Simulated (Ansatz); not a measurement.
# Fields on a plane of Ga(MoS2)4 (space group F-43m)

```
CELL_PARAMETERS angstrom
      0.00000     4.83254     4.83254
      4.83254     0.00000     4.83254
      4.83254     4.83254     0.00000
ATOMIC_POSITIONS crystal
  Ga 0.50000 0.50000 0.50000
  Mo 0.30807 0.89731 0.89731
  Mo 0.89731 0.89731 0.89731
  Mo 0.89731 0.89731 0.30807
  Mo 0.89731 0.30807 0.89731
  S  0.63632 0.09104 0.63632
  S  0.09104 0.63632 0.63632
  S  0.63632 0.63632 0.63632
  S  0.63632 0.63632 0.09104
  S  0.13474 0.59577 0.13474
  S  0.59577 0.13474 0.13474
  S  0.13474 0.13474 0.13474
  S  0.13474 0.13474 0.59577
```

The slice is a {110} plane (indices of the conventional cell) through the point (0.636, 0.636, 0.091) (fractional), spanned by u = [100] and v = [1 -1 -1] in vectors of this cell: u (6.83 Å) and v (9.67 Å, at 90° to u). It covers one period; positions are fractions (u, v).

Atoms on it: Mo at (0.50, 0.76), 0.2 Å off the plane; S at (0.00, 0.00); S at (0.00, 0.50). Other atoms lie within 1 Å of the plane.

These are PBEsol (plane waves to 420 eV, PAW, scalar-relativistic; Ansatz, an electronic-structure program) values and carry that method's errors. k mesh 7×7×7. Inside the PAW spheres the values are not all-electron values, and peaks at nuclei hang on which shells count as valence. Ga(MoS2)4 is run without spin polarisation. Ga(MoS2)4 was relaxed with its symmetry unable to fall.

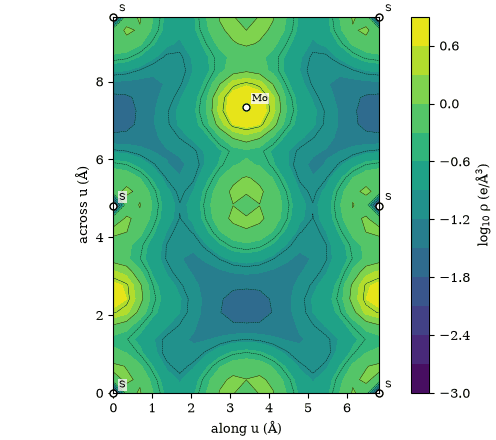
Log₁₀ of the valence density in e/Å³, one period of the plane, atoms marked. The scale is logarithmic, as a density can span decades between atoms and voids; values under 0.001 e/Å³ are set to 0.001.

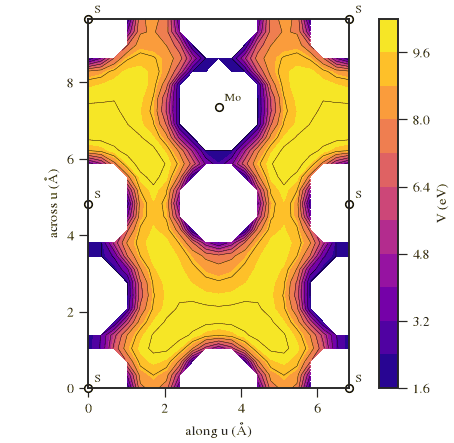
Fig. 1. Electrostatic potential energy of an electron, from the cell's mean, in eV, one period of the plane, atoms marked. Points within 1 Å of a nucleus are left white, as the pseudised field means little there. Values under 2 eV are set to 2. The zero, the cell's mean, hangs on the PAW cores.
